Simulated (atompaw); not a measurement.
# Pseudopotential generation for indium: PAW (atompaw), PBE

Task: generate the file, and judge it by its logarithmic derivatives, its ghosts and its cutoff.

Program: atompaw 4.2.0.5. Reference atom: PBE, scalar-relativistic, spherical and spin-unpolarised. All values are calculated.

### Step 1. The atom and the settings

Typed settings, in words:

| Quantity | Value |
| --- | --- |
| element | indium (In, Z = 49) |
| type | PAW |
| frozen core | [Kr] |
| valence charge | 13 |
| reference configuration | 4d10 5s1.5 5p1.5 |
| partial waves | 5s (bound): rc 2.00 bohr; 5s channel at -0.3 Ry: rc 2.00 bohr; 5p (bound): rc 2.00 bohr; 5p channel at 2.25 Ry: rc 2.00 bohr; 4d (bound): rc 2.00 bohr; 4d channel at -1.05 Ry: rc 2.00 bohr |
| local potential | vpsmatchnc scheme with l = 3 at 0 Ry, radius 1.65 bohr |
| core correction | smooth core density matched at 1.25 bohr |
| augmentation charge | besselshape compensation charge, radius 1.65 bohr; PAW radius 2.00 bohr; waves and projectors: custom rrkj vanderbiltortho |

The nodes and maxima of the atom's own shells, from an earlier all-electron run, set the scale for the radii.

All-electron outer shells of the reference configuration (PBE, scalar-relativistic, ld1.x):

```json
{"shell": "4s", "level (eV)": "-120.52", "outermost node (bohr)": "0.41", "outermost maximum (bohr)": "0.77"}
{"shell": "4p", "level (eV)": "-78.99", "outermost node (bohr)": "0.42", "outermost maximum (bohr)": "0.82"}
{"shell": "4d", "level (eV)": "-19.45", "outermost node (bohr)": "0.40", "outermost maximum (bohr)": "0.94"}
{"shell": "5s", "level (eV)": "-8.73", "outermost node (bohr)": "1.02", "outermost maximum (bohr)": "2.13"}
{"shell": "5p", "level (eV)": "-2.88", "outermost node (bohr)": "1.14", "outermost maximum (bohr)": "2.81"}
```

### Step 2. The generation run

Contents of In.input:

```
In 49
GGA-PBE scalarrelativistic loggrid 1500 logderivrange -3 5 201
5 5 4 0 0 0
5 0 1.5
5 1 1.5
0 0 0
c
c
c
c
v
c
c
c
v
c
v
2
2.00 1.65 1.65 1.25
y
-0.3
n
y
2.25
n
y
-1.05
n
custom rrkj vanderbiltortho besselshape
3 0 vpsmatchnc
2.00
2.00
2.00
2.00
2.00
2.00
PWSCFOUT
UPFDX 0.0125d0 UPFXMIN -7.d0 UPFZMESH 49.d0
END
```

Command:

```console
$ atompaw < In.input > In.log
```

The output, the file In (summary file):

```text
 Completed calculations for In (AE)

 Exchange-correlation type: GGA, Perdew-Burke-Ernzerhof

 Radial integration grid is logarithmic 
 r0 =   1.7725997E-04 h =   8.6857385E-03   n =      1500 rmax =   8.0000000E+01

 Scalar relativistic calculation

 AEatom converged in  32 iterations
   nz     =  49.00
   delta  =       4.567655397132E-16

 All Electron Orbital energies:         
  n  l      occupancy      energy
  1  0      2.0000000E+00 -2.0399735E+03
  2  0      2.0000000E+00 -3.0549557E+02
  3  0      2.0000000E+00 -5.8021353E+01
  4  0      2.0000000E+00 -8.8583104E+00
  5  0      1.5000000E+00 -6.4133043E-01
  2  1      6.0000000E+00 -2.7419928E+02
  3  1      6.0000000E+00 -4.7773195E+01
  4  1      6.0000000E+00 -5.8059440E+00
  5  1      1.5000000E+00 -2.1179216E-01
  3  2      1.0000000E+01 -3.1866246E+01
  4  2      1.0000000E+01 -1.4299336E+00

 Total energy
   Total                    :   -11763.06000502146344

 ---
 Completed calculations for In (SC)

 Exchange-correlation type: GGA, Perdew-Burke-Ernzerhof

 Radial integration grid is logarithmic 
 r0 =   1.7725997E-04 h =   8.6857385E-03   n =      1500 rmax =   8.0000000E+01

 Scalar relativistic calculation

 SCatom converged in   4 iterations
   nz     =  49.00
   delta  =       2.085603517022E-15

 Valence Electron Orbital energies:         
  n  l      occupancy      energy
   5  0      1.5000000E+00 -6.4133043E-01
   5  1      1.5000000E+00 -2.1179216E-01
   4  2      1.0000000E+01 -1.4299335E+00

 Total energy
   Total                    :   -11763.06000500846858
   Valence                  :     -410.36388532730871

 PAW parameters: 
       lmax =            2
         rc =    2.0121174738718630     
        irc =         1076
   rc_shape =    1.6621016241381024     
    rc_vloc =    1.6621016241381024     
    rc_core =    1.2587322159377132     
   Vloc: VPS match (norm-conservation) with l= 3;e=   0.0000E+00
   Projector type: RRKJ pseudization + Vanderbilt ortho.
   Bessel compensation charge shape zeroed at   1.6621E+00

 Number of basis functions     6
 No.   n  nodes  l      Energy         Cp coeff         Occ
  1    5    4    0   -0.6413304E+00  0.2093626E+04  0.1500000E+01
  2  999    5    0   -0.3000000E+00  0.8148633E+03  0.0000000E+00
  3    5    3    1   -0.2117922E+00  0.1059391E+03  0.1500000E+01
  4  999    4    1    0.2250000E+01  0.5444190E+01  0.0000000E+00
  5    4    1    2   -0.1429934E+01 -0.1413137E+02  0.1000000E+02
  6  999    2    2   -0.1050000E+01 -0.2351243E+00  0.0000000E+00

 Eigenvalues of overlap operator (in the basis of projectors):
    1        5.48248341E-01
    2        8.98981897E-01
    3        1.71360799E+00
    4        3.40416592E+03
    5        7.57964147E+03
    6        9.45109446E+03

 Orbital leakage outside PAW augmentation regions
   orb  is_core?  %out_of_sphere
   1 0    T          -0.00
   2 0    T          -0.00
   3 0    T           0.00
   4 0    T           0.17
   5 0    F          70.92
   2 1    T           0.00
   3 1    T           0.00
   4 1    T           0.62
   5 1    F          89.72
   3 2    T           0.00
   4 2    F           7.00

 Summary of PAW energies
   Total valence energy     :   -410.36392342933362
   Smooth energy            :     39.40791997277444
   One center               :   -449.77184340210806
   Smooth kinetic           :     26.50312814362238
   Vloc energy              :     -5.89440060773609
   Smooth exch-corr         :    -18.99676988096384
   One-center xc            :   -299.92947564278870
```

Wall time 2.7 s (1 thread of AMD EPYC 9R45, shared host).

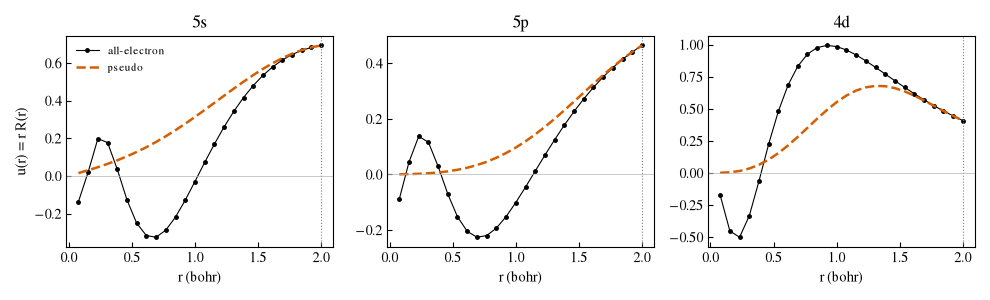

All-electron and pseudo partial waves (5s, 5p, 4d), with the matching radii dotted. The curves join 26 sampled radii, too few to resolve the innermost nodes.

### Step 3. Logarithmic derivatives

Taken from the files of the generation run. The phase is arctan(r·u′/u) with u = r·R, unwrapped, with energies in Ry. A pole is an energy at which the radial function vanishes at the test radius. The pseudo phase is shifted by a multiple of π to meet the all-electron one at the reference energy. Levels narrower than the energy grid can be missing from the poles. The last column is the largest difference on the grid between −1 and +1 Ry.

| channel | radius (bohr) | reference (Ry) | poles AE | poles PS | window around the reference with phases within 0.05 rad (Ry) | largest difference near zero (rad) |
| --- | --- | --- | --- | --- | --- | --- |
| s | 2.01 | -0.64 | 4.17 | 1.58, 4.34 | below 1.5 | 0.002 |
| p | 2.01 | -0.21 | none | none | the whole range | 0.001 |
| d | 2.01 | -1.43 | -0.94 | -0.94 | below 2.4 | 0.003 |

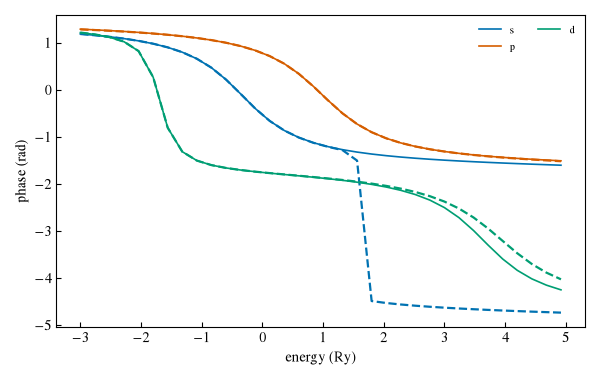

Phases by channel: all-electron solid, pseudo dashed.

### Step 4. Plane-wave convergence, by spherical Bessel functions

This step uses the generator's waves and projectors in a separate script. Basis: spherical Bessel functions vanishing at 20 bohr, q² up to the cutoff; potential fixed at the reference.

All-electron valence levels (Ry): 5s -0.6413, 5p -0.2118, 4d -1.4299. The lowest levels of each channel (Ry) by cutoff; the last column sums, over occupied levels, occupation times the distance from the level at 400 Ry. A positive value at high cutoff is not a bound level.

| cutoff (Ry) | s #1 | s #2 | p #1 | p #2 | d #1 | d #2 | f #1 | Σ f·Δε (mRy) |
| --- | --- | --- | --- | --- | --- | --- | --- | --- |
| 8 | -7.3097 | -0.6378 | -0.2131 | 0.0209 | -0.6549 | 0.0436 | 0.0987 | 7758.0 |
| 10 | -13.1698 | -0.6408 | -0.2132 | 0.0209 | -0.9960 | 0.0418 | 0.0987 | 4342.1 |
| 15 | -24.9991 | -0.6410 | -2.2229 | -0.2117 | -1.3400 | 0.0405 | 0.0987 | 900.2 |
| 18 | -32.8672 | -0.6412 | -3.4722 | -0.2117 | -1.4091 | 0.0402 | 0.0987 | 209.2 |
| 21 | -37.4932 | -0.6413 | -4.3759 | -0.2117 | -1.4227 | 0.0401 | 0.0987 | 73.0 |
| 30 | -46.0731 | -0.6413 | -6.1190 | -0.2118 | -1.6736 | -1.4090 | 0.0987 | 209.6 |
| 35 | -49.0186 | -0.6414 | -6.7523 | -0.2118 | -3.9578 | -1.4289 | 0.0987 | 10.8 |
| 40 | -50.7161 | -0.6414 | -7.1132 | -0.2118 | -4.4705 | -1.4297 | 0.0987 | 2.1 |
| 45 | -51.4049 | -0.6414 | -7.5578 | -0.2118 | -4.5589 | -1.4299 | 0.0987 | 0.8 |
| 50 | -52.0738 | -0.6414 | -7.7915 | -0.2118 | -4.5992 | -1.4299 | 0.0987 | 0.7 |
| 55 | -52.3859 | -0.6414 | -7.9822 | -0.2118 | -4.6087 | -1.4299 | 0.0987 | 0.6 |
| 400 | -53.3779 | -0.6414 | -8.7846 | -0.2118 | -4.6490 | -1.4300 | 0.0987 | 0.0 |

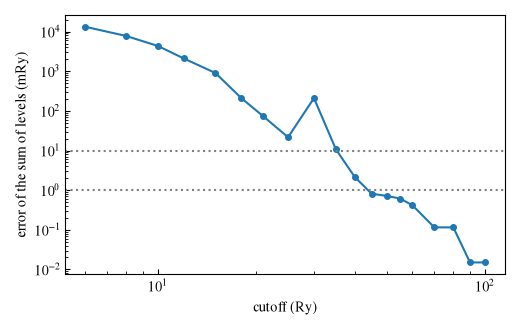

Occupation-weighted error of the valence levels against the cutoff; the dotted lines mark 10 and 1 mRy.

The sum stays within 10 mRy from 40 Ry and within 1 mRy from 45 Ry. The sum leaves out empty levels, which can need more. Ghost test: ghost states, bound below the all-electron valence or empty levels of the same l: s at -726.2 eV, p at -119.5 eV, d at -63.3 eV.

### Step 5. Results

| quantity | value |
| --- | --- |
| cutoffs for 10 and 1 mRy, occupied levels | 40 Ry and 45 Ry |
| bound ghosts | s at -726.24 eV, p at -119.52 eV, d at -63.25 eV |
| largest phase difference near zero energy, channels read | 0.003 rad |
| lowest eigenvalue of the overlap (Bessel basis) | 0.243 (s) |
| share of valence orbitals outside the PAW sphere | 5s 71 %, 5p 90 %, 4d 7 % |
| UPF file | written |

It has a bound ghost (s, p, d), a state that the atom doesn't have, and that rules the file out. By its cutoff, 40 Ry for the looser tolerance, it is of middling hardness. The slowest occupied level is 4d: taken alone it needs 40 Ry to come within 1 mRy, against 15 Ry for 5p. Near zero energy the phases of the channels with partial waves agree within 0.003 rad. The pseudo curves have a pole with no partner nearby in the atom's: s at 1.58 Ry. At positive energy that is a spurious or a displaced resonance. These are tests on the free atom; a crystal test is still owed.
